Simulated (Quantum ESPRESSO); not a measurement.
# MnAu: turning two sublattices against each other

How does the energy of MnAu follow the angle between its sublattices, and is it a Heisenberg cosine?

Program: Quantum ESPRESSO 7.5. Level of theory: LDA; plane waves with GBRV 1.5 LDA potentials, no spin-orbit coupling. Results are calculated unless marked as measured.

**1. The structure**

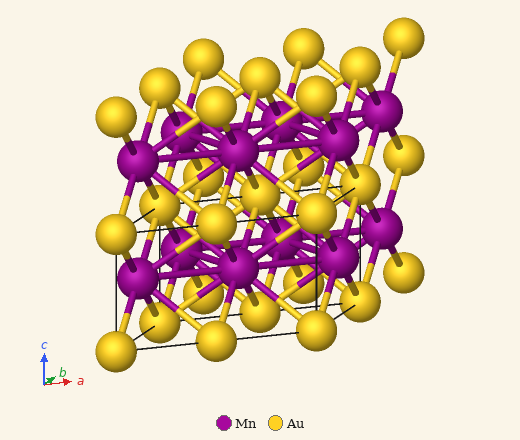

The starting structure, seen from a free direction (manganese purple, gold yellow). 1×2×2 cells are drawn. Some periodic images of atoms are drawn too.

The cell comes from Materials Project 2023-11-01, a database of computed structures, and need not be the stable phase.

**2. The collinear order that defines the sublattices**

Typed as antiferro q=(1/2,1/2,0) +-. The wavevector q is in fractions of the reciprocal vectors of the crystal's primitive cell, as the cells of these inputs are built from it; moments change sign between cells as cos(2π q·R).

Contents of pw.in:

```
&CONTROL
  calculation = 'scf'
  prefix = 'pwscf'
  outdir = './tmp'
  pseudo_dir = './pseudo'
  disk_io = 'nowf'
/
&SYSTEM
  ibrav = 0
  nat = 4
  ntyp = 3
  ecutwfc = 34
  ecutrho = 238
  nbnd = 35
  occupations = 'smearing'
  smearing = 'fd'
  degauss = 0.00734986
  nspin = 2
  starting_magnetization(1) = 0.2333
  starting_magnetization(2) = -0.2333
  starting_magnetization(3) = 0
/
&ELECTRONS
  conv_thr = 4d-08
  electron_maxstep = 150
  mixing_beta = 0.3
/
ATOMIC_SPECIES
Mn1    54.9380 mn_lda_v1.5.uspp.F.UPF
Mn2    54.9380 mn_lda_v1.5.uspp.F.UPF
Au    196.9666 au_lda_v1.uspp.F.UPF
CELL_PARAMETERS bohr
  12.0516338735    0.0000000000    0.0000000000
   6.0258169367    6.0258169367    0.0000000000
   0.0000000000    0.0000000000    6.2547345800
ATOMIC_POSITIONS crystal
Mn1     0.0000000000    0.5000000000    0.5000000000
Mn2     0.5000000000    0.5000000000    0.5000000000
Au      0.0000000000    0.0000000000    0.0000000000
Au      0.5000000000    0.0000000000    0.0000000000
K_POINTS automatic
3 6 6 0 0 0
```

On the command line:

```sh
$ OMP_NUM_THREADS=1 mpirun -n 4 pw.x -nk 4 -in pw.in > pw.out
```

Output:

```text
Program PWSCF v.7.5 starts

     Message from routine setup:
     using ibrav=0 with symmetry is DISCOURAGED, use correct ibrav instead

     K-points division:     npool     =       4
     Subspace diagonalization in iterative solution of the eigenvalue problem:

     G-vector sticks info
     --------------------
     sticks:   dense  smooth     PW     G-vecs:    dense   smooth      PW
     Sum        1369     793    261                28151    12151    2337

     Using Slab Decomposition

     bravais-lattice index     =            0
     lattice parameter (alat)  =      12.0516  a.u.
     unit-cell volume          =     454.2247 (a.u.)^3
     number of atoms/cell      =            4
     number of atomic types    =            3
     number of electrons       =        52.00
     number of Kohn-Sham states=           35
     kinetic-energy cutoff     =      34.0000  Ry
     charge density cutoff     =     238.0000  Ry
     scf convergence threshold =      4.0E-08
     mixing beta               =       0.3000
     number of iterations used =            8  plain     mixing
     Exchange-correlation= SLA  PZ   NOGX NOGC
                           (   1   1   0   0   0   0   0)

     celldm(1)=  12.051634  celldm(2)=   0.000000  celldm(3)=   0.000000
     celldm(4)=   0.000000  celldm(5)=   0.000000  celldm(6)=   0.000000

     crystal axes: (cart. coord. in units of alat)
               a(1) = (   1.000000   0.000000   0.000000 )
               a(2) = (   0.500000   0.500000   0.000000 )
               a(3) = (   0.000000   0.000000   0.518995 )

     reciprocal axes: (cart. coord. in units 2 pi/alat)
               b(1) = (  1.000000 -1.000000  0.000000 )
               b(2) = (  0.000000  2.000000  0.000000 )
               b(3) = (  0.000000  0.000000  1.926802 )

     PseudoPot. # 1 for Mn read from file:
     mn_lda_v1.5.uspp.F.UPF
     Pseudo is Ultrasoft + core correction, Zval = 15.0
     Generated by new atomic code, or converted to UPF format
     Using radial grid of  859 points,  6 beta functions with:
                l(1) =   0
                l(2) =   0
                l(3) =   1
                l(4) =   1
                l(5) =   2
                l(6) =   2
     Q(r) pseudized with  8 coefficients,  rinner =    0.950   0.950   0.950
                                                       0.950   0.950

     PseudoPot. # 2 for Mn read from file:
     mn_lda_v1.5.uspp.F.UPF
     Pseudo is Ultrasoft + core correction, Zval = 15.0
     Generated by new atomic code, or converted to UPF format
     Using radial grid of  859 points,  6 beta functions with:
                l(1) =   0
                l(2) =   0
                l(3) =   1
                l(4) =   1
                l(5) =   2
                l(6) =   2
     Q(r) pseudized with  8 coefficients,  rinner =    0.950   0.950   0.950
                                                       0.950   0.950

     PseudoPot. # 3 for Au read from file:
     au_lda_v1.uspp.F.UPF
     Pseudo is Ultrasoft + core correction, Zval = 11.0
     Generated by new atomic code, or converted to UPF format
     Using radial grid of  985 points,  7 beta functions with:
                l(1) =   0
                l(2) =   0
                l(3) =   1
                l(4) =   1
                l(5) =   2
                l(6) =   2
                l(7) =   3
     Q(r) pseudized with  6 coefficients,  rinner =    1.900   1.900   1.900
                                                       1.900   1.900   1.900
                                                       1.900

     atomic species   valence    mass     pseudopotential
     Mn1              15.00    54.93800     Mn( 1.00)
     Mn2              15.00    54.93800     Mn( 1.00)
     Au               11.00   196.96660     Au( 1.00)

     Starting magnetic structure
     atomic species   magnetization
     Mn1             0.233
     Mn2            -0.233
     Au              0.000

     16 Sym. Ops., with inversion, found ( 8 have fractional translation)

   Cartesian axes

     site n.     atom                  positions (alat units)
         1        Mn1    tau(   1) = (   0.2500000   0.2500000   0.2594974  )
         2        Mn2    tau(   2) = (   0.7500000   0.2500000   0.2594974  )
         3        Au     tau(   3) = (   0.0000000   0.0000000   0.0000000  )
         4        Au     tau(   4) = (   0.5000000   0.0000000   0.0000000  )

     number of k points=    24  Fermi-Dirac smearing, width (Ry)=  0.0073
                       cart. coord. in units 2pi/alat
        k(    1) = (   0.0000000   0.0000000   0.0000000), wk =   0.0092593
        k(    2) = (   0.0000000   0.0000000   0.3211336), wk =   0.0185185
        k(    3) = (   0.0000000   0.0000000   0.6422673), wk =   0.0185185
        k(    4) = (   0.0000000   0.0000000  -0.9634009), wk =   0.0092593
        k(    5) = (   0.0000000   0.3333333   0.0000000), wk =   0.0370370
        [... 19 further k-points ...]

     Dense  grid:    28151 G-vectors     FFT dimensions: (  60,  45,  32)

     Smooth grid:    12151 G-vectors     FFT dimensions: (  48,  32,  24)

     Check: negative core charge=   -0.000020
     Generating pointlists ...
     new r_m :   0.1809 (alat units)  2.1802 (a.u.) for type    1
     new r_m :   0.1809 (alat units)  2.1802 (a.u.) for type    2
     new r_m :   0.1809 (alat units)  2.1802 (a.u.) for type    3

     Initial potential from superposition of free atoms

     starting charge      50.9997, renormalised to      52.0000
     Starting wfcs are   44 randomized atomic wfcs

     Self-consistent Calculation

     iteration #  1     ecut=    34.00 Ry     beta= 0.30
     Davidson diagonalization with overlap
     ethr =  1.00E-02,  avg # of iterations =  2.1

     total energy              =    -651.90157250 Ry
     estimated scf accuracy    <       1.28915758 Ry

     total magnetization       =    -0.00 Bohr mag/cell
     absolute magnetization    =     7.07 Bohr mag/cell

     iteration #  2     ecut=    34.00 Ry     beta= 0.30
     Davidson diagonalization with overlap
     ethr =  2.48E-03,  avg # of iterations =  2.0

     total energy              =    -652.09839262 Ry
     estimated scf accuracy    <       0.04895839 Ry

     total magnetization       =     0.00 Bohr mag/cell
     absolute magnetization    =     7.65 Bohr mag/cell

     iteration #  3     ecut=    34.00 Ry     beta= 0.30
     Davidson diagonalization with overlap
     ethr =  9.42E-05,  avg # of iterations =  3.4

     total energy              =    -652.11217425 Ry
     estimated scf accuracy    <       0.01561745 Ry

     total magnetization       =    -0.00 Bohr mag/cell
     absolute magnetization    =     7.81 Bohr mag/cell

     [... further iterations left out ...]

     iteration # 10     ecut=    34.00 Ry     beta= 0.30
     Davidson diagonalization with overlap
     ethr =  7.17E-09,  avg # of iterations =  3.9

     total energy              =    -652.11754173 Ry
     estimated scf accuracy    <       0.00000174 Ry

     total magnetization       =     0.00 Bohr mag/cell
     absolute magnetization    =     8.11 Bohr mag/cell

     iteration # 11     ecut=    34.00 Ry     beta= 0.30
     Davidson diagonalization with overlap
     ethr =  3.35E-09,  avg # of iterations =  1.7

     total energy              =    -652.11754193 Ry
     estimated scf accuracy    <       0.00000030 Ry

     total magnetization       =    -0.00 Bohr mag/cell
     absolute magnetization    =     8.11 Bohr mag/cell

     iteration # 12     ecut=    34.00 Ry     beta= 0.30
     Davidson diagonalization with overlap
     ethr =  5.86E-10,  avg # of iterations =  2.0

     total energy              =    -652.11754197 Ry
     estimated scf accuracy    <       0.00000006 Ry

     total magnetization       =    -0.00 Bohr mag/cell
     absolute magnetization    =     8.11 Bohr mag/cell

     iteration # 13     ecut=    34.00 Ry     beta= 0.30
     Davidson diagonalization with overlap
     ethr =  1.09E-10,  avg # of iterations =  2.7

     Magnetic moment per site  (integrated on atomic sphere of radius R)
     atom   1 (R=0.181)  charge= 13.6149  magn=  3.8398
     atom   2 (R=0.181)  charge= 13.6149  magn= -3.8399
     atom   3 (R=0.181)  charge=  9.1473  magn= -0.0000
     atom   4 (R=0.181)  charge=  9.1473  magn= -0.0000

     End of self-consistent calculation

     [... lines left out ...]
     the Fermi energy is    14.1170 ev

!    total energy              =    -652.11754198 Ry
     estimated scf accuracy    <          2.6E-09 Ry
     smearing contrib. (-TS)   =      -0.00930465 Ry
     internal energy E=F+TS    =    -652.10823733 Ry

     The total energy is F=E-TS. E is the sum of the following terms:
     one-electron contribution =    -210.49115040 Ry
     hartree contribution      =     143.53394714 Ry
     xc contribution           =    -176.60763769 Ry
     ewald contribution        =    -408.54339638 Ry

     total magnetization       =    -0.00 Bohr mag/cell
     absolute magnetization    =     8.11 Bohr mag/cell

     convergence has been achieved in  13 iterations

=------------------------------------------------------------------------------=
   JOB DONE.
=------------------------------------------------------------------------------=
```

Run time: 13 s. Hardware: 4 MPI ranks of Intel Xeon 6975P-C (Granite Rapids), shared host; peak memory 0.48 GiB.

Spin moment in the atom's sphere by atom:

| atom | spin moment in the atom's sphere (μB) |
| --- | --- |
| Mn1 | 3.84 |
| Mn2 | -3.84 |
| Au3 | 0.00 |
| Au4 | 0.00 |

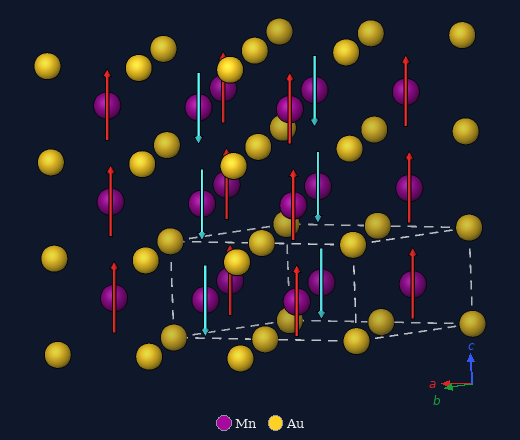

Spin moment in the atom's sphere as arrows, the longest 3.84 μB. Up and down stand for the sign. Arrows give size and sign along the axis of quantisation, drawn up and down the page. The two directions have two colours. 1×2×3 cells are drawn. Some periodic images of atoms are drawn too.

Read from the output:

* smearing term TS: 0.1266 eV
* magnetization: 0 μB
* absolute magnetization: 8.11 μB
* final state: antiferromagnetic

**3. The parallel state in the same cell**

This run has no penalty. It is needed because the penalty of the later runs acts on every atom: an induced moment is typed with its parallel value times cos(θ/2) along z and its opposed value times sin(θ/2) along x, rounded to 0.01 μB.

Contents of pw.in:

```
&CONTROL
  calculation = 'scf'
  prefix = 'pwscf'
  outdir = './tmp'
  pseudo_dir = './pseudo'
  disk_io = 'nowf'
/
&SYSTEM
  ibrav = 0
  nat = 4
  ntyp = 2
  ecutwfc = 34
  ecutrho = 238
  nbnd = 39
  occupations = 'smearing'
  smearing = 'fd'
  degauss = 0.00734986
  nspin = 2
  starting_magnetization(1) = 0.2333
  starting_magnetization(2) = 0
/
&ELECTRONS
  conv_thr = 4d-08
  electron_maxstep = 150
  mixing_beta = 0.3
/
ATOMIC_SPECIES
Mn     54.9380 mn_lda_v1.5.uspp.F.UPF
Au    196.9666 au_lda_v1.uspp.F.UPF
CELL_PARAMETERS bohr
  12.0516338735    0.0000000000    0.0000000000
   6.0258169367    6.0258169367    0.0000000000
   0.0000000000    0.0000000000    6.2547345800
ATOMIC_POSITIONS crystal
Mn      0.0000000000    0.5000000000    0.5000000000
Mn      0.5000000000    0.5000000000    0.5000000000
Au      0.0000000000    0.0000000000    0.0000000000
Au      0.5000000000    0.0000000000    0.0000000000
K_POINTS automatic
3 6 6 0 0 0
```

Output:

```text
     [... lines left out ...]
Program PWSCF v.7.5 starts
     [... lines left out ...]
     number of atoms/cell      =            4
     [... lines left out ...]
     number of electrons       =        52.00
     number of Kohn-Sham states=           39
     kinetic-energy cutoff     =      34.0000  Ry
     charge density cutoff     =     238.0000  Ry
     scf convergence threshold =      4.0E-08
     [... lines left out ...]
     16 Sym. Ops., with inversion, found
     [... lines left out ...]
     number of k points=    24  Fermi-Dirac smearing, width (Ry)=  0.0073
     [... lines left out ...]
     iteration # 12     ecut=    34.00 Ry     beta= 0.30
     [... lines left out ...]
     Magnetic moment per site  (integrated on atomic sphere of radius R)
     atom   1 (R=0.181)  charge= 13.6223  magn=  3.8241
     atom   2 (R=0.181)  charge= 13.6223  magn=  3.8241
     atom   3 (R=0.181)  charge=  9.1476  magn=  0.0883
     atom   4 (R=0.181)  charge=  9.1476  magn=  0.0883
     [... lines left out ...]
     the Fermi energy is    14.0258 ev
!    total energy              =    -652.12729502 Ry
     estimated scf accuracy    <          4.1E-09 Ry
     smearing contrib. (-TS)   =      -0.00827176 Ry
     [... lines left out ...]
     total magnetization       =     8.05 Bohr mag/cell
     absolute magnetization    =     8.23 Bohr mag/cell
     convergence has been achieved in  12 iterations
```

The job ended after 14 s (4 MPI ranks; peak memory 0.43 GiB; 53 s of CPU time).

Spin moment in the atom's sphere by atom:

| atom | spin moment in the atom's sphere (μB) |
| --- | --- |
| Mn1 | 3.82 |
| Mn2 | 3.82 |
| Au3 | 0.09 |
| Au4 | 0.09 |

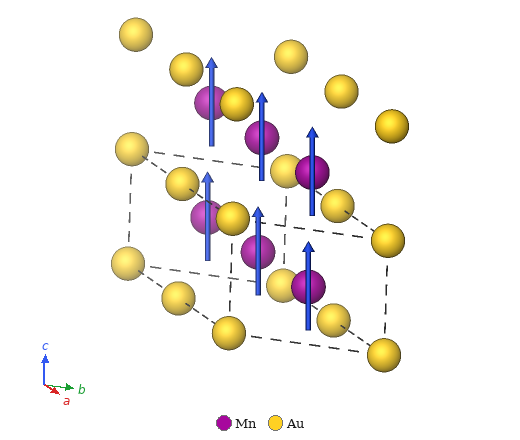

Spin moment in the atom's sphere as arrows, the longest 3.82 μB. Up and down stand for the sign. Arrows give size and sign along the axis of quantisation, drawn up and down the page. 1×1×2 cells are drawn. Some periodic images of atoms are drawn too.

This step gave:

```
smearing term TS       : 0.1125 eV
magnetization          : 8.048 μB
absolute magnetization : 8.233 μB
final state            : ferromagnetic
```

(Continued in part 2 of 2.)

[Logs and program files are shortened in this print: banners, set-up blocks, solver, clock and traceback lines can be left out without a mark of their own.]

[Logs are printed without paths, hosts, clocks, repeated set-up lines and the standing remarks that a program may print on its own settings, such as how far it seeks lower states.]

[Hosts, paths, dates, database ids (printed as entryN), source tags and the programs' standing remarks are cut or masked in the printed files.]

[Where a cell is said to come from a database of computed structures, the database is the Materials Project.]
